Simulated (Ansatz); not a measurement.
# LuInI6: complex band structure

Aim: relax a made-up compound, LuInI6, and see how good a tunnel barrier it would be. It is built by putting In for part of the Lu in the LuI3 structure of space group P6_3/mmc, with the volume rescaled by atomic radii. The parent structure comes from the Materials Project.

Main program and level: Ansatz 0.2.0; PBEsol DFT, plane waves, PAW files, in the first sound run; inputs show where later runs differ.

The structure was built from a prototype and need not be the compound's stable phase.

### Step 1. The structure

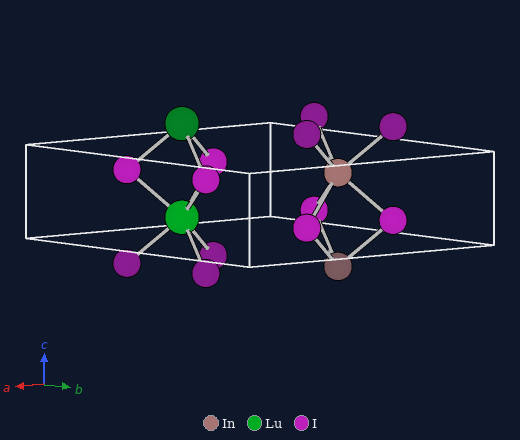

Start, viewed from a free direction; indium brown, lutetium green, iodine pink. Some periodic images of atoms are drawn too.

### Step 2. Cell and atoms at rest

The substituted atoms don't fit the parent's cell, so cell and atoms relax together. A small smearing keeps the run stable in case the gap closes on the way.

input.yaml reads:

```yaml
crystal:
  lattice:
    - [10.8631493273, 0.0, 0.0]
    - [-5.4315746636, 9.4077632825, 0.0]
    - [0.0, 0.0, 3.8230820662]
  atoms:
    - { symbol: In, position: [0.3333333333, 0.6666666667, 0.75] }
    - { symbol: Lu, position: [0.6666666667, 0.3333333333, 0.25] }
    - { symbol: I, position: [0.215680055, 0.43136011, 0.25] }
    - { symbol: I, position: [0.56863989, 0.784319945, 0.25] }
    - { symbol: I, position: [0.215680055, 0.784319945, 0.25] }
    - { symbol: I, position: [0.784319945, 0.56863989, 0.75] }
    - { symbol: I, position: [0.43136011, 0.215680055, 0.75] }
    - { symbol: I, position: [0.784319945, 0.215680055, 0.75] }
kpoints:
  mp_grid: { grid: [4, 4, 6] }
scf:
  occupations: { method: gaussian, width: 0.03 }
hamiltonian:
  xc: pbesol
output:
  forces: true
  stress: true
relax:
  f_tol: 0.02
  max_steps: 60
  cell: {}
```

Started as:

```
ansatz run input.yaml --threads 2 --pin off --max-ram 4096MiB --backend cpu --events-out ev --progress --plain --runs-dir out
```

Numbers of over 12 decimals in the logs are rounded to 6 here.

The program printed:

```text
Engine: ansatz 0.2.0, aarch64-unknown-linux-gnu
Pseudopotentials: kind: paw
Pseudopotential: In, paw, valence charge 13, recommended cutoff 420 eV (normal), In.paw.azcp
Pseudopotential: Lu, paw, valence charge 25, recommended cutoff 420 eV (normal), Lu.paw.azcp
Pseudopotential: I, paw, valence charge 17, recommended cutoff 420 eV (normal), I.paw.azcp
Functional definition: PBEsol
  exchange = pbesol_x
  correlation = pbesol_c
Crystal: 8 atoms, lattice volume = 390.711 Å³
Basis set: ecut = 420 eV, 7657 PW (Γ), exchange–correlation on 150×150×54 points (8 copies of the dense FFT grid, shifted against one another)
Bands: 84, of which v1, the nominal top of the filled ones, is band 70 counted from 1 (69 counted from 0)
Symmetry: 12 space group operations
Space group: P-6m2 (ITA 187), of the structure as read, at distance tolerance 7.3e-5 Å
k-points: 16 of 96 (time reversal used)
Non-local potential: In, projectors of the file, l = 0: 2, l = 1: 2, l = 2: 2, l = 3: 2
Non-local potential: Lu, projectors of the file, l = 0: 3, l = 1: 2, l = 2: 2, l = 3: 3
Non-local potential: I, projectors of the file, l = 0: 2, l = 1: 2, l = 2: 2, l = 3: 2
PAW form: soft (Blöchl's): semilocal exchange-correlation on the pseudo side does not see the compensation charge
PAW frozen core: In, regenerated for the run's functional, and the local potential with it (the file was generated under x = pbe(κ = 0.804, μ = 0.219515), c = pbe(β = 0.066725))
PAW frozen core: Lu, regenerated for the run's functional, and the local potential with it (the file was generated under x = pbe(κ = 0.804, μ = 0.219515), c = pbe(β = 0.066725))
PAW frozen core: I, regenerated for the run's functional, and the local potential with it (the file was generated under x = pbe(κ = 0.804, μ = 0.219515), c = pbe(β = 0.066725))
PAW one-centre angular grid: In, 590 points (default); XC on 64 Gauss nodes
PAW one-centre angular grid: Lu, 590 points (default); XC on 64 Gauss nodes
PAW one-centre angular grid: I, 590 points (default); XC on 64 Gauss nodes
Initial density: superposition of atomic densities (neutral atoms: chi_scale 0, normalization atom), corrected by the library's trained network
Initial wavefunctions: pseudopotential atomic-orbital guess
Functional: x = pbesol(κ = 0.804, μ = 0.123457), c = pbesol(β = 0.046)
SCF iter   1: F=—  HF=-64736.830323 eV  |F-HF|=—  |Δ(HF+E_count)|=         —  Δρ=2.07e-3  dr2=1.97e-2  ethr=1.77e-3  ⟨swp⟩=7.6  Hψ=5849  notcnv=0  defer=40
preconditioner: auto → Resta (q_TF=auto, 2.299 Å⁻¹)  ε∞=3.3  [insulator: Δε(μ)=0.641 eV  Ē_g=10.621 eV  σ=0.030 eV  W_gap=1.00  n_scr=74 (ndim 8)  ℏωp=15.9 eV  f_vac=0.302  D(μ)=0.00/eV (n_scr^D=0)  ε∞_Penn≈3.3  vacuum switching on, ρ_ref=8.2e-3 e/Å³]
SCF iter   2: F=—  HF=-64736.823288 eV  |F-HF|=—  |Δ(HF+E_count)|=   7.03e-3  Δρ=1.09e-3  dr2=5.07e-3  ethr=1.41e-5  ⟨swp⟩=2.8  Hψ=2943  notcnv=0  defer=148
SCF iter   3: F=—  HF=-64736.824945 eV  |F-HF|=—  |Δ(HF+E_count)|=   1.66e-3  Δρ=2.97e-4  dr2=6.01e-4  ethr=3.62e-6  ⟨swp⟩=2.0  Hψ=2377  notcnv=0  defer=148
SCF iter   4: F=—  HF=-64736.825106 eV  |F-HF|=—  |Δ(HF+E_count)|=   1.61e-4  Δρ=1.50e-4  dr2=1.31e-4  ethr=4.29e-7  ⟨swp⟩=2.1  Hψ=2373  notcnv=0  defer=148
SCF iter   5: F=—  HF=-64736.825142 eV  |F-HF|=—  |Δ(HF+E_count)|=   3.61e-5  Δρ=9.27e-5  dr2=3.52e-5  ethr=9.34e-8  ⟨swp⟩=3.0  Hψ=2427  notcnv=0  defer=148
SCF iter   6: F=—  HF=-64736.825352 eV  |F-HF|=—  |Δ(HF+E_count)|=   2.11e-4  Δρ=3.29e-5  dr2=6.39e-6  ethr=2.51e-8  ⟨swp⟩=3.0  Hψ=3106  notcnv=0  defer=148
SCF iter   7: F=—  HF=-64736.825358 eV  |F-HF|=—  |Δ(HF+E_count)|=   5.56e-6  Δρ=1.07e-5  dr2=8.10e-7  ethr=4.56e-9  ⟨swp⟩=2.0  Hψ=1674  notcnv=0  defer=148
SCF iter   8: F=—  HF=-64736.825359 eV  |F-HF|=—  |Δ(HF+E_count)|=   1.05e-6  Δρ=3.46e-6  dr2=1.15e-7  ethr=5.78e-10  ⟨swp⟩=2.0  Hψ=2312  notcnv=0  defer=148
SCF iter   9: F=-64736.825359 eV  HF=-64736.825359 eV  |F-HF|=1.40e-9  |Δ(HF+E_count)|=   8.46e-8  Δρ=1.19e-6  dr2=1.01e-8  ethr=7.14e-11  ⟨swp⟩=6.0  Hψ=6164  notcnv=0
SCF 1 converged in 9 iterations: F = -64736.825359 eV  dr2 = 1.01e-8
  greatest PAW one-centre occupation: 0.999 electrons in one spin orbital (limit 2), on the I atom at site 2 (counted from 0), in its partial waves of l = 2
relax step   1: F+E_penalty+E_count = -64736.82535919 eV  Δ(F+E_penalty+E_count) = +0.000e0 eV  max|allowed force component| = 4.174e-1 eV/Å  Δτ_max = 0.0000 Å  P = +0.973 GPa  Ω = 390.711 Å³  (9 SCF iters, dr2 threshold 1.00e-7 eV, accepted)
Crystal: 8 atoms, lattice volume = 393.778 Å³
Basis set: ecut = 420 eV, 7681 PW (Γ), exchange–correlation on 150×150×54 points (8 copies of the dense FFT grid, shifted against one another)
Initial density: handed on by an earlier stage of this run
Initial wavefunctions: those handed on with the density
iter 1 solved again at ethr=4.14e-5 eV; its pass at ethr=3.10e-3 eV (dr2=5.79e-2 eV) is discarded
SCF iter   1: F=—  HF=-64736.886616 eV  |F-HF|=—  |Δ(HF+E_count)|=         —  Δρ=2.98e-3  dr2=5.80e-2  ethr=4.14e-5  ⟨swp⟩=4.8  Hψ=7633  notcnv=0
preconditioner: auto → Resta (q_TF=auto, 2.296 Å⁻¹)  ε∞=3.3  [insulator: Δε(μ)=0.662 eV  Ē_g=10.526 eV  σ=0.030 eV  W_gap=1.00  n_scr=74 (ndim 8)  ℏωp=15.9 eV  f_vac=0.286  D(μ)=0.00/eV (n_scr^D=0)  ε∞_Penn≈3.3  vacuum switching on, ρ_ref=8.0e-3 e/Å³]
SCF iter   2: F=—  HF=-64736.870590 eV  |F-HF|=—  |Δ(HF+E_count)|=   1.60e-2  Δρ=1.35e-3  dr2=8.18e-3  ethr=4.14e-5  ⟨swp⟩=4.3  Hψ=2187  notcnv=0
SCF iter   3: F=—  HF=-64736.868972 eV  |F-HF|=—  |Δ(HF+E_count)|=   1.62e-3  Δρ=5.71e-4  dr2=9.61e-4  ethr=5.85e-6  ⟨swp⟩=2.2  Hψ=2714  notcnv=0  defer=29
SCF iter   4: F=—  HF=-64736.868730 eV  |F-HF|=—  |Δ(HF+E_count)|=   2.42e-4  Δρ=3.20e-4  dr2=3.37e-4  ethr=6.87e-7  ⟨swp⟩=3.0  Hψ=2830  notcnv=0  defer=29
SCF iter   5: F=—  HF=-64736.868972 eV  |F-HF|=—  |Δ(HF+E_count)|=   2.42e-4  Δρ=1.47e-4  dr2=1.20e-4  ethr=2.40e-7  ⟨swp⟩=3.0  Hψ=2938  notcnv=0  defer=29
SCF iter   6: F=—  HF=-64736.868884 eV  |F-HF|=—  |Δ(HF+E_count)|=   8.79e-5  Δρ=6.41e-5  dr2=1.83e-5  ethr=8.59e-8  ⟨swp⟩=3.0  Hψ=2704  notcnv=0  defer=29
SCF iter   7: F=—  HF=-64736.868883 eV  |F-HF|=—  |Δ(HF+E_count)|=   1.12e-6  Δρ=1.79e-5  dr2=2.45e-6  ethr=1.30e-8  ⟨swp⟩=3.2  Hψ=2580  notcnv=0  defer=29
SCF iter   8: F=-64736.868884 eV  HF=-64736.868884 eV  |F-HF|=8.01e-8  |Δ(HF+E_count)|=   9.65e-7  Δρ=6.79e-6  dr2=2.45e-7  ethr=5.71e-10  ⟨swp⟩=6.1  Hψ=6719  notcnv=0
SCF 2 converged in 8 iterations: F = -64736.868884 eV  dr2 = 2.45e-7
  greatest PAW one-centre occupation: 0.999 electrons in one spin orbital (limit 2), on the I atom at site 3 (counted from 0), in its partial waves of l = 2
[...]
SCF iter   1: F=—  HF=-64736.880434 eV  |F-HF|=—  |Δ(HF+E_count)|=         —  Δρ=1.05e-3  dr2=5.18e-3  ethr=3.65e-6  ⟨swp⟩=4.2  Hψ=7523  notcnv=0
preconditioner: auto → Resta (q_TF=auto, 2.296 Å⁻¹)  ε∞=3.3  [insulator: Δε(μ)=0.693 eV  Ē_g=10.543 eV  σ=0.030 eV  W_gap=1.00  n_scr=74 (ndim 8)  ℏωp=15.9 eV  f_vac=0.288  D(μ)=0.00/eV (n_scr^D=0)  ε∞_Penn≈3.3  vacuum switching on, ρ_ref=8.1e-3 e/Å³]
SCF iter   2: F=—  HF=-64736.878996 eV  |F-HF|=—  |Δ(HF+E_count)|=   1.44e-3  Δρ=4.85e-4  dr2=8.48e-4  ethr=3.65e-6  ⟨swp⟩=2.0  Hψ=2250  notcnv=0
SCF iter   3: F=—  HF=-64736.878753 eV  |F-HF|=—  |Δ(HF+E_count)|=   2.43e-4  Δρ=1.22e-4  dr2=7.65e-5  ethr=6.06e-7  ⟨swp⟩=2.0  Hψ=2348  notcnv=0
SCF iter   4: F=—  HF=-64736.878974 eV  |F-HF|=—  |Δ(HF+E_count)|=   2.21e-4  Δρ=7.61e-5  dr2=2.40e-5  ethr=5.47e-8  ⟨swp⟩=3.0  Hψ=3309  notcnv=0
SCF iter   5: F=—  HF=-64736.878957 eV  |F-HF|=—  |Δ(HF+E_count)|=   1.77e-5  Δρ=2.37e-5  dr2=4.55e-6  ethr=1.72e-8  ⟨swp⟩=3.0  Hψ=2806  notcnv=0
SCF iter   6: F=-64736.878958 eV  HF=-64736.878958 eV  |F-HF|=4.23e-7  |Δ(HF+E_count)|=   1.06e-6  Δρ=9.63e-6  dr2=7.28e-7  ethr=5.71e-10  ⟨swp⟩=5.2  Hψ=8059  notcnv=0
SCF 3 converged in 6 iterations: F = -64736.878958 eV  dr2 = 7.28e-7
relax step   3: F+E_penalty+E_count = -64736.87895806 eV  Δ(F+E_penalty+E_count) = -1.007e-2 eV  max|allowed force component| = 4.162e-2 eV/Å  Δτ_max = 0.0319 Å  P = -0.102 GPa  Ω = 393.790 Å³  energy of the carried Pulay correction = -4.098e-4 eV  (6 SCF iters, dr2 threshold 8.00e-7 eV, accepted)
[...]
relax step   4: F+E_penalty+E_count = -64736.88270534 eV  Δ(F+E_penalty+E_count) = -3.747e-3 eV  max|allowed force component| = 1.958e-2 eV/Å  Δτ_max = 0.0159 Å  P = -0.022 GPa  Ω = 389.714 Å³  energy of the carried Pulay correction = +1.338e-4 eV  (7 SCF iters, dr2 threshold 2.52e-7 eV, accepted)
[...]
relax step   5: F+E_penalty+E_count = -64736.88373640 eV  Δ(F+E_penalty+E_count) = -1.031e-3 eV  max|allowed force component| = 1.933e-2 eV/Å  Δτ_max = 0.0068 Å  P = -0.017 GPa  Ω = 387.469 Å³  energy of the carried Pulay correction = +4.370e-4 eV  (8 SCF iters, dr2 threshold 7.67e-9 eV, accepted)
[...]
relax step   6: F+E_penalty+E_count = -64736.88583785 eV  Δ(F+E_penalty+E_count) = -2.101e-3 eV  max|allowed force component| = 1.166e-3 eV/Å  Δτ_max = 0.0239 Å  P = +0.009 GPa  Ω = 379.999 Å³  energy of the carried Pulay correction = +1.466e-3 eV  (11 SCF iters, accepted)
Basis set: ecut = 420 eV, 7399 PW (Γ), exchange–correlation on 144×144×54 points (8 copies of the dense FFT grid, shifted against one another)
Initial wavefunctions: pseudopotential atomic-orbital guess (no wavefunctions were taken with the density)
iter 1 solved again at ethr=3.08e-7 eV; its pass at ethr=3.10e-3 eV (dr2=4.31e-4 eV) is discarded
SCF iter   1: F=—  HF=-64736.880395 eV  |F-HF|=—  |Δ(HF+E_count)|=         —  Δρ=1.55e-4  dr2=2.99e-6  ethr=3.08e-7  ⟨swp⟩=5.2  Hψ=10961  notcnv=0
preconditioner: auto → Resta (q_TF=auto, 2.310 Å⁻¹)  ε∞=3.3  [insulator: Δε(μ)=0.610 eV  Ē_g=10.560 eV  σ=0.030 eV  W_gap=1.00  n_scr=74 (ndim 8)  ℏωp=16.2 eV  f_vac=0.265  D(μ)=0.00/eV (n_scr^D=0)  ε∞_Penn≈3.3  vacuum switching on, ρ_ref=8.1e-3 e/Å³]
SCF iter   2: F=—  HF=-64736.883302 eV  |F-HF|=—  |Δ(HF+E_count)|=   2.91e-3  Δρ=7.86e-5  dr2=7.64e-7  ethr=2.13e-9  ⟨swp⟩=3.3  Hψ=3515  notcnv=0
SCF iter   3: F=—  HF=-64736.884203 eV  |F-HF|=—  |Δ(HF+E_count)|=   9.02e-4  Δρ=3.45e-5  dr2=2.14e-7  ethr=5.46e-10  ⟨swp⟩=3.1  Hψ=3260  notcnv=0
SCF iter   4: F=—  HF=-64736.884464 eV  |F-HF|=—  |Δ(HF+E_count)|=   2.61e-4  Δρ=8.68e-6  dr2=3.70e-8  ethr=1.53e-10  ⟨swp⟩=3.0  Hψ=3336  notcnv=0
SCF iter   5: F=—  HF=-64736.884484 eV  |F-HF|=—  |Δ(HF+E_count)|=   1.94e-5  Δρ=9.23e-7  dr2=5.03e-9  ethr=2.65e-11  ⟨swp⟩=2.0  Hψ=2064  notcnv=0
SCF iter   6: F=—  HF=-64736.884484 eV  |F-HF|=—  |Δ(HF+E_count)|=   1.23e-7  Δρ=2.76e-7  dr2=9.10e-10  ethr=3.59e-12  ⟨swp⟩=2.0  Hψ=2229  notcnv=0
SCF iter   7: F=—  HF=-64736.884484 eV  |F-HF|=—  |Δ(HF+E_count)|=   1.88e-9  Δρ=9.05e-8  dr2=9.98e-11  ethr=1.00e-12  ⟨swp⟩=2.1  Hψ=2183  notcnv=0
SCF iter   8: F=-64736.884484 eV  HF=-64736.884484 eV  |F-HF|=2.91e-11  |Δ(HF+E_count)|=  2.26e-10  Δρ=2.93e-8  dr2=4.53e-12  ethr=1.00e-12  ⟨swp⟩=5.9  Hψ=6390  notcnv=0
SCF 7 converged in 8 iterations: F = -64736.884484 eV  dr2 = 4.53e-12
relax step   7: F+E_penalty+E_count = -64736.88448389 eV  Δ(F+E_penalty+E_count) = +1.354e-3 eV  max|allowed force component| = 1.207e-3 eV/Å  Δτ_max = 0.0000 Å  P = +0.007 GPa  Ω = 379.999 Å³  stress off target by 8.43e-3 GPa  SCF on the basis re-selected at this cell (its energy is not comparable with the rows above)  (8 SCF iters)
basis re-selected at this cell: Δ(F+E_penalty+E_count) = +1.354e-3 eV, ΔP = -0.001 GPa vs the last step (what re-selecting the basis moved, of the pressure what is left beyond the Pulay correction that the steps carried, after the strain that the cell walked since its last selection, with what the two solves' SCF thresholds leave and, on support functions, any second-order correction that the steps lacked; it is no measure of the basis error at this ecutwfc). The dense FFT grid was sized anew with the basis: this SCF ran on 72×72×27 points, the steps before it on 75×75×27, so part of this shift can come from that change (see relax.cell in the input reference). [rest of the remark cut]
SCF converged after 8 iterations
Free energy (F): -64736.884484 eV
Harris-Foulkes:  -64736.884484 eV  (|F-HF|=2.91e-11)
Internal energy: -64736.884484 eV  (E = F + TS)
E sigma→0 (E₀):  -64736.884484 eV
Fermi energy:    3.882382 eV
--- Per-component energies (eV) ---
  E_band       = -2811.892434
  E_kinetic    = 1795.536955
  E_local      = -28409.119060  (includes V_loc(G=0)·N_el)
  E_nonlocal   = 419.191004
  E_hartree    = 13481.631400
  E_xc         = -1189.749824
  E_vxc        = -1123.675161  (∫ρ·V_xc dr)
  E_paw        = -39760.388778  (= ΣΔE_a)
  E_vpaw       = -2457.089120  (= ΣTr[D̂ρ^β])
  E_aug_tail   = 0.000158  (compensation charges beyond the density's cutoff)
  E_ewald      = -11077.887261
  E_core_change = 3.900923  (= ΣΔE_core)
  E_smearing   = -0.000000  (= −TS)
  E_closure    = -0.000000  (closes the sum)
  Σ components = -64736.884484   (vs F -64736.884484, Δ=0.00e0)
--- Forces (eV/Å), atoms counted from 1 ---
  atom   1  In     0.00000000    -0.00000000    -0.00000000
  atom   2  Lu    -0.00000000     0.00000000     0.00000000
  atom   3  I     -0.00000000    -0.00007818    -0.00000000
  atom   4  I      0.00006771     0.00003909     0.00000000
  atom   5  I     -0.00006771     0.00003909     0.00000000
  atom   6  I      0.00000000     0.00120698     0.00000000
  atom   7  I     -0.00104528    -0.00060349    -0.00000000
  atom   8  I      0.00104528    -0.00060349     0.00000000
  max |Σ_I F_I| component: 3.25e-19 eV/Å
--- Stress (GPa, compression-positive) ---
        0.008426       0.000000      -0.000000
        0.000000       0.008426       0.000000
       -0.000000       0.000000       0.004840
  P = ⅓ Tr σ = 0.0072 GPa (0.072 kbar)
--- Relaxed structure (6 steps of the walk, 6 accepted, 1 SCFs on fresh bases) ---
  F+E_penalty+E_count = -64736.88448389 eV   max|allowed force component| = 1.207e-3 eV/Å   (the final SCF, on the basis selected at the relaxed cell)
  cell:  # Å, volume = 379.9994 Å³
    - [10.631195, -2.8250874300271522e-11, -1.1789286649847271e-18]
    - [-5.315597, 9.206885, 5.894643324896517e-19]
    - [-4.1490187611766804e-19, 0, 3.882291]
  atoms:
    - { symbol: In, position: [0.333333, 0.666667, 0.75] }
    - { symbol: Lu, position: [0.666667, 0.333333, 0.250000] }
    - { symbol: I, position: [0.212359, 0.424717, 0.250000] }
    - { symbol: I, position: [0.575283, 0.787641, 0.250000] }
    - { symbol: I, position: [0.212359, 0.787641, 0.250000] }
    - { symbol: I, position: [0.788975, 0.577951, 0.75] }
    - { symbol: I, position: [0.422049, 0.211025, 0.75] }
    - { symbol: I, position: [0.788975, 0.211025, 0.75] }
```

Run time: 3.2 min. Hardware: 2 threads of Arm Neoverse V2, shared host; peak memory 0.91 GiB; 6.4 min of CPU time.

The steps of the relaxation:

| step | energy less that of the first step (eV) | largest force component (eV/Å) | pressure (GPa) | volume (Å³) |
| --- | --- | --- | --- | --- |
| 1 | 0.0000 | 0.4174 | 0.97 | 390.71 |
| 2 | -0.0435 | 0.2376 | -0.36 | 393.78 |
| 3 | -0.0536 | 0.0416 | -0.10 | 393.79 |
| 4 | -0.0573 | 0.0196 | -0.02 | 389.71 |
| 5 | -0.0584 | 0.0193 | -0.02 | 387.47 |
| 6 | -0.0605 | 0.0012 | 0.01 | 380.00 |
| 7* | -0.0591 | 0.0012 | 0.01 | 380.00 |

Relaxation steps marked * repeat the geometry before them on a plane-wave basis chosen anew for their cell, so energy and pressure can jump there.

Forces are held to the 12 operations that the run works with; a distortion that breaks them can't arise in this run.

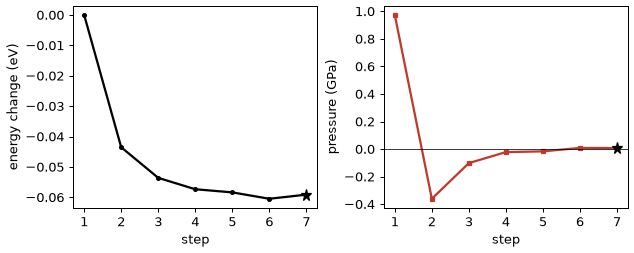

Energy and pressure along the relaxation. Stars mark steps on a basis chosen anew.

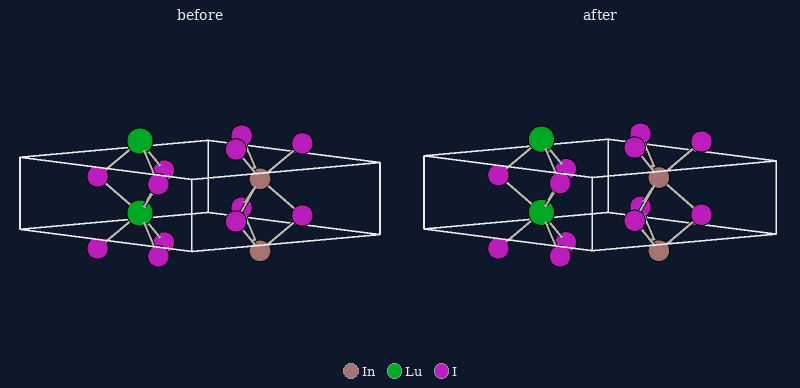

The structure before and after the relaxation, drawn at the same scale.

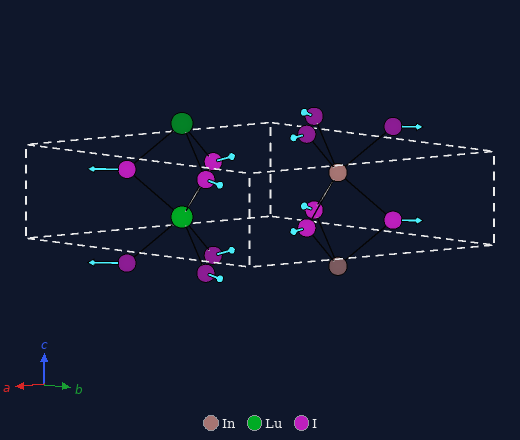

Displacements in the relaxation, exaggerated, measured against the changing cell; the longest in the cell stands for 0.09 Å. Some periodic images of atoms are drawn too.

| conventional cell, symmetrised | before | after | change |
| --- | --- | --- | --- |
| a (Å) | 10.863 | 10.631 | -2.1 % |
| b (Å) | 10.863 | 10.631 | -2.1 % |
| c (Å) | 3.823 | 3.882 | +1.5 % |
| volume (Å³/atom) | 48.84 | 47.50 | -2.7 % |

The atoms that moved most (Å, as changes of fractional coordinates times the final cell):

| atom | dx | dy | dz | length |
| --- | --- | --- | --- | --- |
| I7 | -0.074 | -0.043 | 0.000 | 0.086 |
| I8 | 0.074 | -0.043 | 0.000 | 0.086 |
| I6 | 0.000 | 0.086 | 0.000 | 0.086 |
| I3 | 0.000 | -0.061 | 0.000 | 0.061 |
| I4 | 0.053 | 0.031 | 0.000 | 0.061 |
| I5 | -0.053 | 0.031 | 0.000 | 0.061 |

Numbers from this step:

| Quantity | Value |
| --- | --- |
| free energy | -64736.8845 eV |
| Fermi energy | 3.882 eV |
| pressure | 0.007231 GPa |

The largest force component on a free atom ends at 0.0012 eV/Å.

(Continued in part 2 of 2.)

[Logs are printed without paths, hosts, clocks, repeated set-up lines and the standing remarks that a program may print on its own settings, such as how far it seeks lower states.]

[Hosts, paths, dates, database ids (printed as entryN), source tags and the programs' standing remarks are cut or masked in the printed files.]
